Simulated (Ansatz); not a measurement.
**Geometry relaxation, with input and output: C$_{3}$H$_{6}$BN (part 1 of 2)**

System: C$_{3}$H$_{6}$BN, SMILES BNC=C=C.
Method: RKS BHLYP-D4/def2-SVP (Ansatz 0.2.0).

It belongs to a series of runs on one base structure; here: end point B relaxed. Figures and captions count atoms from 1; the log counts them from 0 in places.

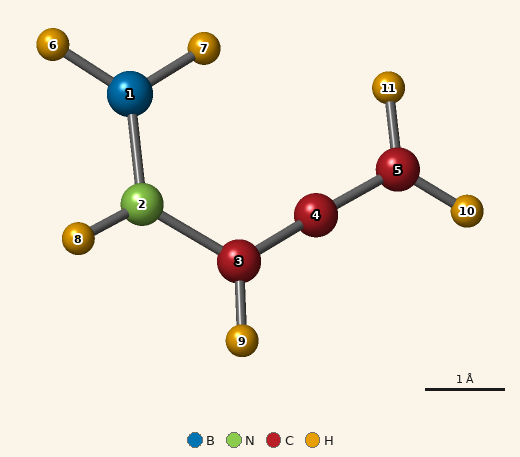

*The structure as given in the input (ball-and-stick view, seen at a tilt; atoms are numbered from 1 in the order of the input).*

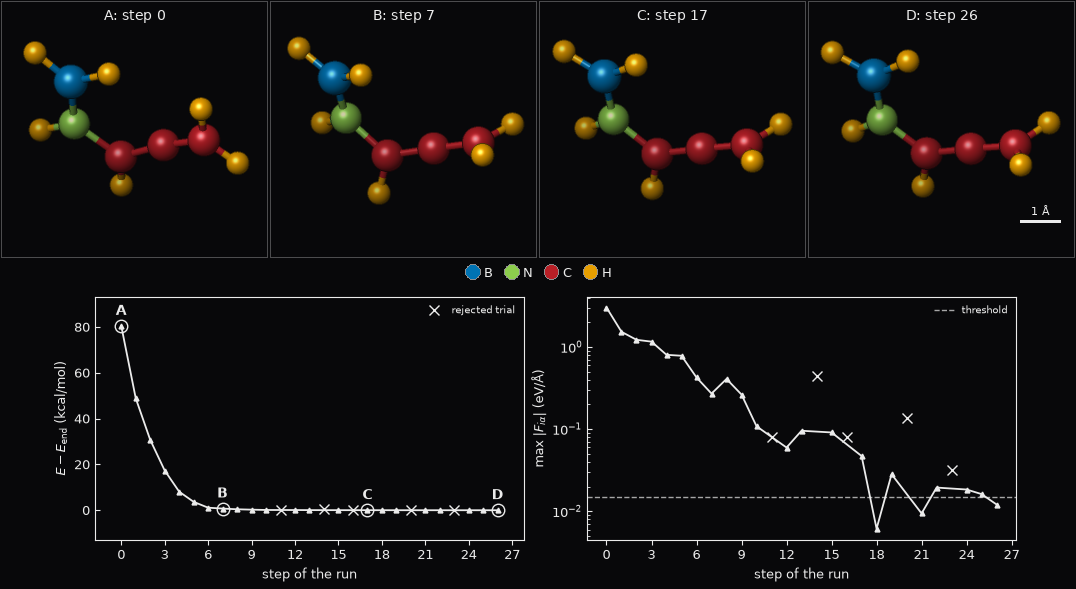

*Frames of the relaxation (ball-and-stick view, seen at a tilt) above the curves, on which the letters mark them (the first geometry is step 0 here and step 1 in the log).*

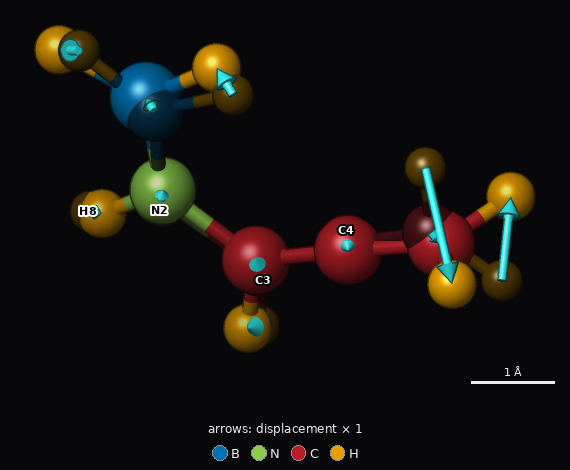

*Start (faint) and end (solid) with the displacements as teal arrows, at true length (ball-and-stick view, seen at a tilt). The two geometries are laid on each other by the best rigid fit.*

After 26 geometry steps the energy has fallen by 80.4 kcal/mol. Largest force component: 3 eV/Å at the start, 0.012 eV/Å at the end. The line search rejected the trial steps at points 11, 14, 16, 20, 23 (counted from 0) and went back. The atom that moves furthest after the best rigid fit is H11 (1.45 Å). By element the largest moves are H 1.45 Å, B 0.22 Å, C 0.21 Å, N 0.15 Å. Among the contacts that change: B1–N2 1.478 → 1.393 Å, C5–H10 1.040 → 1.089 Å, N2–H8 1.045 → 1.005 Å, N2–C3 1.444 → 1.405 Å. Among the angles that change: N2–C3–C4 118.2° → 127.0°, C3–N2–H8 121.0° → 112.6°, N2–B1–H6 125.3° → 117.9°. (Atoms are counted from 1 in the order of the input.)

The input and output of the run follow.

Input:
```yaml
crystal:
  periodic: [false, false, false]
  atoms:
    - { symbol: B, position_ang: [-0.6141, 1.5012, 1.7445] }
    - { symbol: "N", position_ang: [-0.1266, 0.3407, 0.9695] }
    - { symbol: C, position_ang: [-0.2097, 0.2933, -0.471] }
    - { symbol: C, position_ang: [-0.85506, 1.27921, -1.09787] }
    - { symbol: C, position_ang: [-1.32469, 2.28842, -1.76935] }
    - { symbol: H, position_ang: [-0.6085, 1.5849, 2.9112] }
    - { symbol: H, position_ang: [-1.1101, 2.4626, 1.1568] }
    - { symbol: H, position_ang: [0.3284, -0.4302, 1.5083] }
    - { symbol: H, position_ang: [0.12318, -0.57433, -0.96584] }
    - { symbol: H, position_ang: [-1.40091, 2.24453, -2.80572] }
    - { symbol: H, position_ang: [-1.67535, 3.14537, -1.19195] }
basis:
  gaussian: { orbitals: def2-SVP }
hamiltonian:
  xc: { name: BHLYP }
  dispersion: d4
relax:
  f_tol: 0.015
  max_steps: 40
```

Launched with:
```bash
ansatz run input.yaml --threads 2 --pin off --max-ram 3072MiB --backend cpu --events-out ev --progress --plain --runs-dir out
```

Output:
```
The last accepted step is kept in [file] (removed where the run ends without a failure and the disk answers)
Engine: ansatz 0.2.0, x86_64-unknown-linux-gnu
Functional definition: BHLYP
  parameter a = 0.5
  exchange = (1 - a)*b88_x + a*exact_x
  correlation = lyp_c
1155 factors; integrals over basis functions are off by at most 3.8e-4 eV
mean field evaluation 1: about -5358.5506 eV, gradient 4.2e1 eV
mean field evaluation 2: about -5359.6538 eV, gradient 3.8e1 eV
mean field evaluation 4: about -5362.8265 eV, gradient 2.0e0 eV
mean field evaluation 8: about -5362.9261 eV, gradient 1.3e0 eV
mean field -5363.19326594 eV, -197.0937172203 hartree, gradient 7.9e-5 eV, S^2 0.000000; 0 other end points of the search recorded, 0 dependent functions left out
the calculation of the forces begins
reference -5363.19343822 eV, -197.0937235513 hartree; 18, 18 occupied and 82, 82 virtual orbitals, 1155 factors
relax step   1: F+E_penalty+E_count = -5363.41593252 eV  Δ(F+E_penalty+E_count) = +0.000e0 eV  max|allowed force component| = 3.021e0 eV/Å  Δτ_max = 0.0000 Å  (49 SCF iters, accepted)
these checks for a lower state are left out or cut short: starts, cluster_reference, orbital_swaps, neighbouring_geometries, increment
1155 factors; integrals over basis functions are off by at most 4.2e-4 eV
mean field evaluation 16: about -5364.0991 eV, gradient 9.4e0 eV
mean field -5364.56202266 eV, -197.1440181021 hartree, gradient 2.2e-5 eV, S^2 0.000000; 0 other end points of the search recorded, 0 dependent functions left out
[... from here on the field's lines of each further geometry are left out, up to the last ...]
relax step   2: F+E_penalty+E_count = -5364.78495801 eV  Δ(F+E_penalty+E_count) = -1.369e0 eV  max|allowed force component| = 1.532e0 eV/Å  Δτ_max = 0.1978 Å  (35 SCF iters, accepted)
relax step   3: F+E_penalty+E_count = -5365.57264629 eV  Δ(F+E_penalty+E_count) = -7.877e-1 eV  max|allowed force component| = 1.223e0 eV/Å  Δτ_max = 0.1982 Å  (34 SCF iters, accepted)
relax step   4: F+E_penalty+E_count = -5366.15238396 eV  Δ(F+E_penalty+E_count) = -5.797e-1 eV  max|allowed force component| = 1.162e0 eV/Å  Δτ_max = 0.1949 Å  (33 SCF iters, accepted)
relax step   5: F+E_penalty+E_count = -5366.55297297 eV  Δ(F+E_penalty+E_count) = -4.006e-1 eV  max|allowed force component| = 8.031e-1 eV/Å  Δτ_max = 0.2000 Å  (32 SCF iters, accepted)
relax step   6: F+E_penalty+E_count = -5366.74571069 eV  Δ(F+E_penalty+E_count) = -1.927e-1 eV  max|allowed force component| = 7.824e-1 eV/Å  Δτ_max = 0.1987 Å  (33 SCF iters, accepted)
relax step   7: F+E_penalty+E_count = -5366.85623543 eV  Δ(F+E_penalty+E_count) = -1.105e-1 eV  max|allowed force component| = 4.258e-1 eV/Å  Δτ_max = 0.2000 Å  (33 SCF iters, accepted)
relax step   8: F+E_penalty+E_count = -5366.87299488 eV  Δ(F+E_penalty+E_count) = -1.676e-2 eV  max|allowed force component| = 2.709e-1 eV/Å  Δτ_max = 0.1999 Å  (33 SCF iters, accepted)
relax step   9: F+E_penalty+E_count = -5366.88619015 eV  Δ(F+E_penalty+E_count) = -1.320e-2 eV  max|allowed force component| = 4.082e-1 eV/Å  Δτ_max = 0.1212 Å  (32 SCF iters, accepted)
relax step  10: F+E_penalty+E_count = -5366.89345959 eV  Δ(F+E_penalty+E_count) = -7.269e-3 eV  max|allowed force component| = 2.636e-1 eV/Å  Δτ_max = 0.1010 Å  (33 SCF iters, accepted)
relax step  11: F+E_penalty+E_count = -5366.89950942 eV  Δ(F+E_penalty+E_count) = -6.050e-3 eV  max|allowed force component| = 1.085e-1 eV/Å  Δτ_max = 0.1294 Å  (33 SCF iters, accepted)
relax step  12: F+E_penalty+E_count = -5366.89935336 eV  Δ(F+E_penalty+E_count) = +1.561e-4 eV  max|allowed force component| = 7.997e-2 eV/Å  Δτ_max = 0.0401 Å  (33 SCF iters, rejected (line search))
relax step  13: F+E_penalty+E_count = -5366.90064366 eV  Δ(F+E_penalty+E_count) = -1.134e-3 eV  max|allowed force component| = 5.972e-2 eV/Å  Δτ_max = 0.0199 Å  (27 SCF iters, accepted)
relax step  14: F+E_penalty+E_count = -5366.90211016 eV  Δ(F+E_penalty+E_count) = -1.466e-3 eV  max|allowed force component| = 9.564e-2 eV/Å  Δτ_max = 0.0976 Å  (33 SCF iters, accepted)
relax step  15: F+E_penalty+E_count = -5366.88074789 eV  Δ(F+E_penalty+E_count) = +2.136e-2 eV  max|allowed force component| = 4.484e-1 eV/Å  Δτ_max = 0.0657 Å  (33 SCF iters, rejected (line search))
relax step  16: F+E_penalty+E_count = -5366.90304714 eV  Δ(F+E_penalty+E_count) = -9.370e-4 eV  max|allowed force component| = 9.115e-2 eV/Å  Δτ_max = 0.0328 Å  (33 SCF iters, accepted)
relax step  17: F+E_penalty+E_count = -5366.90302001 eV  Δ(F+E_penalty+E_count) = +2.713e-5 eV  max|allowed force component| = 8.094e-2 eV/Å  Δτ_max = 0.0129 Å  (27 SCF iters, rejected (line search))
relax step  18: F+E_penalty+E_count = -5366.90338019 eV  Δ(F+E_penalty+E_count) = -3.330e-4 eV  max|allowed force component| = 4.713e-2 eV/Å  Δτ_max = 0.0062 Å  (27 SCF iters, accepted)
relax step  19: F+E_penalty+E_count = -5366.90383716 eV  Δ(F+E_penalty+E_count) = -4.570e-4 eV  max|allowed force component| = 6.147e-3 eV/Å  Δτ_max = 0.0340 Å  (33 SCF iters, accepted)
relax step  20: F+E_penalty+E_count = -5366.90400470 eV  Δ(F+E_penalty+E_count) = -1.675e-4 eV  max|allowed force component| = 2.826e-2 eV/Å  Δτ_max = 0.0550 Å  (33 SCF iters, accepted)
relax step  21: F+E_penalty+E_count = -5366.90309622 eV  Δ(F+E_penalty+E_count) = +9.085e-4 eV  max|allowed force component| = 1.380e-1 eV/Å  Δτ_max = 0.0286 Å  (33 SCF iters, rejected (line search))
relax step  22: F+E_penalty+E_count = -5366.90425691 eV  Δ(F+E_penalty+E_count) = -2.522e-4 eV  max|allowed force component| = 9.423e-3 eV/Å  Δτ_max = 0.0143 Å  (27 SCF iters, accepted)
relax step  23: F+E_penalty+E_count = -5366.90434520 eV  Δ(F+E_penalty+E_count) = -8.829e-5 eV  max|allowed force component| = 1.945e-2 eV/Å  Δτ_max = 0.0336 Å  (33 SCF iters, accepted)
relax step  24: F+E_penalty+E_count = -5366.90431757 eV  Δ(F+E_penalty+E_count) = +2.763e-5 eV  max|allowed force component| = 3.176e-2 eV/Å  Δτ_max = 0.0200 Å  (26 SCF iters, rejected (line search))
relax step  25: F+E_penalty+E_count = -5366.90438422 eV  Δ(F+E_penalty+E_count) = -3.902e-5 eV  max|allowed force component| = 1.841e-2 eV/Å  Δτ_max = 0.0098 Å  (26 SCF iters, accepted)
relax step  26: F+E_penalty+E_count = -5366.90441026 eV  Δ(F+E_penalty+E_count) = -2.605e-5 eV  max|allowed force component| = 1.619e-2 eV/Å  Δτ_max = 0.0125 Å  (26 SCF iters, accepted)
the calculation of the forces begins
reference -5366.68962610 eV, -197.2222060863 hartree; 18, 18 occupied and 82, 82 virtual orbitals, 1155 factors
relax step  27: F+E_penalty+E_count = -5366.90442618 eV  Δ(F+E_penalty+E_count) = -1.592e-5 eV  max|allowed force component| = 1.209e-2 eV/Å  Δτ_max = 0.0096 Å  (26 SCF iters, accepted)
1155 factors; integrals over basis functions are off by at most 8.9e-4 eV
mean field evaluation 192: about -5362.8428 eV, gradient 3.9e1 eV
mean field -5366.68944647 eV, -197.2221994849 hartree, gradient 1.9e-5 eV, S^2 0.000000; 1 other end points of the search recorded, 0 dependent functions left out
the calculation of the forces begins
reference -5366.68962610 eV, -197.2222060863 hartree; 18, 18 occupied and 82, 82 virtual orbitals, 1155 factors
Total energy: -5366.90460581 eV, -197.2301064450 hartree
Atom 0 at    -0.737232     1.373792     1.915049 Å, force    -0.007512     0.000997     0.000446 eV/Å
Atom 1 at    -0.179767     0.466625     1.016429 Å, force     0.004103    -0.004855     0.005346 eV/Å
Atom 2 at    -0.185656     0.495681    -0.387853 Å, force    -0.000970    -0.012044    -0.000901 eV/Å
Atom 3 at    -0.744645     1.393689    -1.153325 Å, force     0.006912     0.000400    -0.001599 eV/Å
Atom 4 at    -1.286681     2.270732    -1.944360 Å, force    -0.002357     0.007203    -0.005253 eV/Å
Atom 5 at    -0.613292     1.150118     3.086286 Å, force     0.001685     0.000949    -0.007410 eV/Å
Atom 6 at    -1.317428     2.337722     1.508416 Å, force     0.008017    -0.009216     0.001773 eV/Å
Atom 7 at     0.303034    -0.334361     1.384609 Å, force    -0.006652     0.012089    -0.002635 eV/Å
Atom 8 at     0.338459    -0.331729    -0.861296 Å, force    -0.003001     0.011847     0.003844 eV/Å
Atom 9 at    -2.310606     2.162205    -2.297914 Å, force     0.005664     0.002868     0.004442 eV/Å
Atom 10 at    -0.739615     3.151226    -2.277471 Å, force    -0.005889    -0.010239     0.001946 eV/Å
Dipole moment:     0.163956    -0.267116    -0.149875 e Å
```

Trajectory as extended XYZ (Å, eV, eV/Å), 27 frames, from step=1 to step=27:
```
11
Properties=species:S:1:pos:R:3:forces:R:3 step=1 energy=-5363.41593
B    -0.6141    1.5012    1.7445    0.1541  -1.1985  -2.3307
N    -0.1266    0.3407    0.9695   -1.4726   0.7918   1.3529
C    -0.2097    0.2933   -0.4710   -0.4380   1.1655   3.0207
C    -0.8551    1.2792   -1.0979    0.5479  -1.1459   0.0298
C    -1.3247    2.2884   -1.7693   -0.3692   0.5535   1.5448
H    -0.6085    1.5849    2.9112    0.3043  -0.4760   0.7416
H    -1.1101    2.4626    1.1568    0.5231  -0.6360   0.0778
H     0.3284   -0.4302    1.5083   -0.9209   0.8052  -1.2515
H     0.1232   -0.5743   -0.9658    2.1308  -0.4090  -0.7820
H    -1.4009    2.2445   -2.8057   -2.0524  -0.4505  -1.9431
H    -1.6753    3.1454   -1.1920    1.5928   0.9999  -0.4602
11
Properties=species:S:1:pos:R:3:forces:R:3 step=2 energy=-5364.78496
B    -0.6370    1.4820    1.7340   -0.0809  -0.6635  -0.8622
N    -0.2227    0.3228    0.9952   -0.5870   0.3418   0.5295
C    -0.2182    0.3028   -0.4277   -0.4370   0.7297   0.7851
C    -0.8603    1.2674   -1.0933    0.4519  -0.7898  -0.3573
C    -1.3420    2.2828   -1.7720   -0.0348   0.0588   0.6476
H    -0.5893    1.5498    2.9197    0.1832  -0.3821   0.2400
H    -1.0847    2.4434    1.1449    0.3041  -0.3569   0.0553
H     0.2776   -0.4215    1.4887   -0.6684   0.2747  -0.5827
H     0.2939   -0.5091   -0.9568    1.0483   0.8663   0.3318
H    -1.5874    2.1816   -2.8256   -1.5319  -0.0943   0.2421
H    -1.5034    3.2337   -1.2185    1.3524   0.0153  -1.0290
11
Properties=species:S:1:pos:R:3:forces:R:3 step=3 energy=-5365.57265
B    -0.6619    1.4612    1.7348   -0.0898  -0.1170   0.0254
N    -0.2759    0.3193    1.0063   -0.2234  -0.0601   0.0570
C    -0.2235    0.3190   -0.4040   -0.0361   0.6439  -0.3679
C    -0.8531    1.2586   -1.1063    0.3324  -0.5023  -0.4071
C    -1.3343    2.2773   -1.7856   -0.2245  -0.1765   0.1392
H    -0.5810    1.5102    2.9294    0.0623  -0.3148   0.0069
H    -1.0688    2.4294    1.1496    0.1183  -0.1715   0.0384
H     0.2251   -0.4264    1.4721   -0.4441  -0.0205  -0.1964
H     0.4180   -0.4250   -0.9271    0.2660   1.0381   0.6825
H    -1.7773    2.1324   -2.7978   -0.7028   0.2221   1.2232
H    -1.3406    3.2797   -1.2829    0.9417  -0.5414  -1.2013
11
Properties=species:S:1:pos:R:3:forces:R:3 step=4 energy=-5366.15238
B    -0.6798    1.4455    1.7484   -0.0510   0.0406   0.1710
N    -0.3080    0.3192    1.0047    0.0167  -0.0474  -0.0506
C    -0.1993    0.3561   -0.3997   -0.1716   0.5359  -0.3648
C    -0.8408    1.2539   -1.1285    0.2363  -0.3294  -0.2740
C    -1.3493    2.2594   -1.7976   -0.0560   0.0528   0.0145
H    -0.5838    1.4658    2.9431   -0.0242  -0.2712  -0.0012
H    -1.0602    2.4233    1.1694    0.0406  -0.0769   0.0662
H     0.1667   -0.4464    1.4582   -0.3148  -0.0688  -0.1105
H     0.5047   -0.3354   -0.8888    0.1723   0.6393   0.4461
H    -1.9429    2.1032   -2.7267   -0.2472   0.2878   1.1620
H    -1.1807    3.2912   -1.3937    0.3988  -0.7629  -1.0588
11
Properties=species:S:1:pos:R:3:forces:R:3 step=5 energy=-5366.55297
B    -0.6871    1.4437    1.7794    0.3516   0.0332   0.3249
N    -0.3309    0.3394    1.0023    0.1112  -0.1424  -0.2042
C    -0.1610    0.4039   -0.3945   -0.2016   0.3483  -0.1070
C    -0.8198    1.2562   -1.1473    0.0531   0.0328  -0.3099
C    -1.3698    2.2234   -1.8325   -0.1207   0.3263  -0.1522
H    -0.6236    1.3260    2.9752   -0.2125  -0.0187  -0.0796
H    -0.9153    2.5018    1.2525   -0.0990  -0.2474   0.1207
H     0.0477   -0.4858    1.4471   -0.2976   0.1120  -0.1446
H     0.6070   -0.2331   -0.8402    0.1142   0.3048   0.2153
H    -2.0820    2.0796   -2.6645   -0.0285  -0.1034   0.8031
H    -1.1386    3.2805   -1.5890    0.3297  -0.6456  -0.4665
11
Properties=species:S:1:pos:R:3:forces:R:3 step=6 energy=-5366.74571
B    -0.6343    1.4506    1.8014   -0.5550  -0.2644   0.2605
N    -0.3193    0.3533    0.9947    0.2724   0.3146  -0.0188
C    -0.1417    0.4314   -0.4000   -0.1158   0.2051   0.0372
C    -0.8038    1.2660   -1.1594    0.1213  -0.1021  -0.0613
C    -1.3689    2.2129   -1.8443   -0.3152   0.7824  -0.4744
H    -0.6831    1.2750    2.9957    0.1066   0.0830  -0.1932
H    -0.9423    2.4972    1.2899    0.2428  -0.1554   0.1473
H    -0.0053   -0.5017    1.4225   -0.1080  -0.0310  -0.0808
H     0.6527   -0.1763   -0.8246    0.0542  -0.0083   0.0022
H    -2.2133    2.0651   -2.5445    0.3524  -0.0505   0.6247
H    -1.0142    3.2625   -1.7428   -0.0559  -0.7735  -0.2434
11
Properties=species:S:1:pos:R:3:forces:R:3 step=7 energy=-5366.85624
B    -0.6435    1.4265    1.8570   -0.1715   0.1675   0.2290
N    -0.2736    0.4003    0.9952   -0.0047  -0.2169   0.1039
C    -0.1115    0.4914   -0.4002   -0.0683  -0.0402   0.0147
C    -0.7853    1.3019   -1.1733    0.0525   0.1320  -0.0054
C    -1.3779    2.2095   -1.8929   -0.0352   0.2957  -0.2099
H    -0.7157    1.1966    3.0370   -0.0020  -0.0493  -0.1373
H    -0.8887    2.5191    1.4217    0.1052  -0.1086   0.0211
H    -0.0867   -0.5151    1.3849    0.0507   0.2519  -0.1993
H     0.6626   -0.1458   -0.8240   -0.0398   0.0082  -0.0434
H    -2.2845    2.0198   -2.4817    0.2577  -0.0145   0.2803
H    -0.9687    3.2315   -1.9351   -0.1446  -0.4258  -0.0538
```
